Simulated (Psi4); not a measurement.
**TaF5 (SMILES F[Ta](F)(F)(F)F) at revPBE/def2-SVP (core potential)**

Aim: the energy change on altering one bond length of TaF5 at revPBE/def2-SVP (core potential), from 2 runs. 

The calculation is run with Psi4 1.11.

3 further runs of the same task are left out: 3 that didn't finish.

## (1) The structure to begin with

TaF5: 6 atoms, total charge 0, spin state singlet. As SMILES, `F[Ta](F)(F)(F)F`. Geometry: relaxed at PBE0-D4/def2-TZVP.

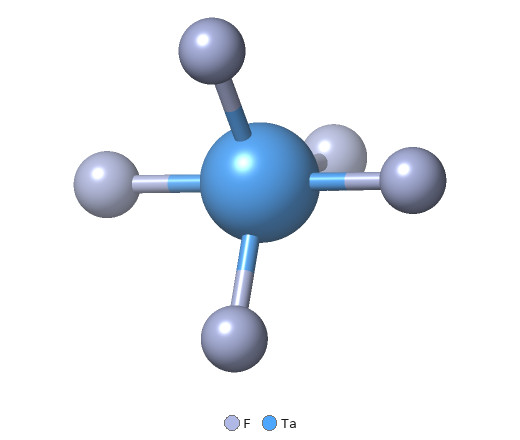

The structure, seen from a chosen angle (fluorine light blue, tantalum blue).

## (2) Energy and forces at revPBE/def2-SVP (core potential)

File f5ta.dat:

```
memory 2.2 GB

molecule {
  0 1
  F     -1.030170    -1.289830     0.890600
  Ta     0.000080    -0.000050     0.000020
  F      1.542230    -0.861760     0.535750
  F     -0.806180    -0.458120    -1.596180
  F      1.030090     1.290020    -0.890420
  F     -0.736030     1.319740     1.060250
  symmetry c1
}

set reference rks
set puream true
set e_convergence 1e-09
set d_convergence 1e-08
set scf_type pk
set dft_radial_points 99
set dft_spherical_points 590

energy_value, wavefunction = gradient("revpbe/def2-SVP", return_wfn=True)
oeprop(wavefunction, "LOWDIN_CHARGES", "WIBERG_LOWDIN_INDICES", "QUADRUPOLE")
```

Command:

```console
$ psi4 -i f5ta.dat -o f5ta.out -n 1
```

f5ta.out, shortened:

```text
[...]
    !!!  WARNING: ECP capability is in beta. Please check occupations closely.  !!!
[...]
  Running in c1 symmetry.
[...]
  Nuclear repulsion =  316.003001731711834
[...]
  Multiplicity = 1
[...]
  Nalpha       = 29
  Nbeta        = 29
[...]
    Number of basis functions: 102
[...]
   @RKS iter   1:  -555.61140133202628   -6.26697e-01   1.10244e-02 DIIS/ADIIS
[...]
   @RKS iter  14:  -556.08594313077776   -9.09495e-13   1.00288e-09 DIIS
[...]
    Orbital Energies [Eh]
    ---------------------
    Doubly Occupied:
       1A    -24.315689     2A    -24.315674     3A    -24.315658
       4A    -24.284895     5A    -24.284720     6A     -2.733737
       7A     -1.532510     8A     -1.532508     9A     -1.526017
      10A     -1.095490    11A     -1.068705    12A     -1.068690
      13A     -1.068422    14A     -1.029963    15A     -0.472441
      16A     -0.464474    17A     -0.464467    18A     -0.452570
      19A     -0.452567    20A     -0.445568    21A     -0.404131
      22A     -0.404128    23A     -0.403493    24A     -0.402848
      25A     -0.375542    26A     -0.375541    27A     -0.369453
      28A     -0.365377    29A     -0.365363
[...]
  @RKS Final Energy:  -556.08594313077776
   => Energetics <=
    Nuclear Repulsion Energy =            316.0030017317118336
    One-Electron Energy =               -1421.1212003464208919
    Two-Electron Energy =                 608.0070660375547504
    DFT Exchange-Correlation Energy =     -58.9748105536235983
    Empirical Dispersion Energy =           0.0000000000000000
    VV10 Nonlocal Energy =                  0.0000000000000000
    Total Energy =                       -556.0859431307777641
[...]
  -Total Gradient:
     Atom            X                  Y                   Z
    ------   -----------------  -----------------  -----------------
       1        0.011187856708     0.014017950334    -0.009676328581
       2        0.000014453888    -0.000009072418     0.000004969352
       3       -0.017818818418     0.009893868592    -0.006281105065
       4        0.009275463149     0.005284827505     0.018384719566
       5       -0.011196444613    -0.014011767212     0.009673936449
       6        0.008580526260    -0.015190710621    -0.012077966276
[...]
 Multipole Moments:
 ------------------------------------------------------------------------------------
     Multipole            Electronic (a.u.)      Nuclear  (a.u.)        Total (a.u.)
 ------------------------------------------------------------------------------------
 L = 1.  Multiply by 2.5417464519 to convert [e a0] to [Debye]
 Dipole X            :          0.0046408           -0.0043522            0.0002886
 Dipole Y            :         -0.0030666            0.0028384           -0.0002282
 Dipole Z            :          0.0009555           -0.0009461            0.0000093
 Magnitude           :                                                    0.0003680
 L = 2.  Multiply by 1.3450342976 to convert [e a0^2] to [Debye ang]
 Quadrupole XX       :       -220.0349981          182.9537877          -37.0812105
 Quadrupole XY       :        -24.7045731           23.3496544           -1.3549187
[...]
```

Run time: 23 s. Hardware: 1 thread of Intel Xeon Platinum 8488C (Sapphire Rapids), shared host; peak memory 1.1 GiB.

## (3) The distorted shape, same level

File calc.dat:

```
memory 2.2 GB

molecule m {
  0 1
  F     -0.385167    -0.923377     2.167551
  Ta     0.645083     0.366403     1.276971
  F      2.187233    -0.495307     1.812701
  F     -0.806180    -0.458120    -1.596180
  F      1.675093     1.656473     0.386531
  F     -0.091027     1.686193     2.337201
  symmetry c1
  no_reorient
  no_com
}

set {
  puream               true
  e_convergence        1e-09
  d_convergence        1e-08
  scf_type             pk
  dft_radial_points    99
  dft_spherical_points 590
}

e_tot, wfn = gradient("revpbe/def2-SVP", return_wfn=True)
oeprop(wfn, "LOWDIN_CHARGES", "MULLIKEN_CHARGES", "DIPOLE", title="REVPBE")
```

Command:

```console
$ psi4 -i calc.dat -o calc.out -n 1
```

calc.out, shortened:

```text
[...]
    !!!  WARNING: ECP capability is in beta. Please check occupations closely.  !!!
[...]
  Running in c1 symmetry.
[...]
  Nuclear repulsion =  283.073367710143316
[...]
  Multiplicity = 1
[...]
  Nalpha       = 29
  Nbeta        = 29
[...]
    Number of basis functions: 102
[...]
 WARNING: Atomic UHF is not converging! Try casting from a smaller basis or call Rob at CCMST.
   -------------------------
[...]
   @RKS iter   1:  -555.20225257333527   -5.40318e-01   1.22167e-02 DIIS/ADIIS
[...]
   @RKS iter  22:  -555.89780678298200   -1.06866e-11   5.14915e-09 DIIS
[...]
  @RKS Final Energy:  -555.89780678298200
   => Energetics <=
    Nuclear Repulsion Energy =            283.0733677101433159
    One-Electron Energy =               -1354.8345649962500374
    Two-Electron Energy =                 574.6813535733163008
    DFT Exchange-Correlation Energy =     -58.8179630701914178
    Empirical Dispersion Energy =           0.0000000000000000
    VV10 Nonlocal Energy =                  0.0000000000000000
    Total Energy =                       -555.8978067829820020
[...]
  -Total Gradient:
     Atom            X                  Y                   Z
    ------   -----------------  -----------------  -----------------
       1        0.008388191672     0.007943229943     0.003420671865
       2        0.015899752821     0.009021840376     0.031462337443
       3       -0.006363915445     0.003009049586    -0.003003007895
       4       -0.019396873342    -0.011019062751    -0.038399574863
       5       -0.000888155688    -0.003672776522     0.011439674729
       6        0.002318360458    -0.005306633685    -0.005004676212
[...]
 Multipole Moments:
 ------------------------------------------------------------------------------------
     Multipole            Electronic (a.u.)      Nuclear  (a.u.)        Total (a.u.)
 ------------------------------------------------------------------------------------
 L = 1.  Multiply by 2.5417464519 to convert [e a0] to [Debye]
 Dipole X            :        -58.9709100           59.7260168            0.7551069
 Dipole Y            :        -33.5032578           33.9319166            0.4286588
 Dipole Z            :       -116.7473569          118.2417869            1.4944300
 Magnitude           :                                                    1.7283680
[...]
```

It took 27 s on 1 thread of Intel Xeon Platinum 8488C (Sapphire Rapids), shared host; peak memory 1.1 GiB.

## (4) Outcome

Level: revPBE/def2-SVP (core potential).

| quantity | value |
| --- | --- |
| first shape: total energy | -556.08594 Eh |
| first shape: dipole moment | 0.00 D |
| first shape: HOMO energy | -9.94 eV |
| first shape: LUMO energy | -3.14 eV |
| first shape: HOMO–LUMO gap | 6.80 eV |
| first shape: largest force on an atom | 1.097 eV/Å |
| distorted shape: total energy | -555.89781 Eh |
| distorted shape: dipole moment | 4.39 D |
| distorted shape: HOMO energy | -5.98 eV |
| distorted shape: LUMO energy | -5.61 eV |
| distorted shape: HOMO–LUMO gap | 0.37 eV |
| distorted shape: largest force on an atom | 2.284 eV/Å |
| energy change with the Ta2–F4 bond stretched from 1.846 to 3.323 Å | 5.119 eV |

**Reading.** One bond (distorted shape) is far stretched, which a spin-restricted single reference describes badly; a broken-symmetry solution may lie lower. With the Ta2–F4 bond stretched from 1.846 to 3.323 Å the energy rises by 5.12 eV (118 kcal/mol). The first shape isn't relaxed at this level, so the change isn't measured from a minimum. A restricted reference can't describe the breaking bond well at this length. The largest force (first shape) is 1.10 eV/Å: the shape isn't a stationary point for this species at this level.
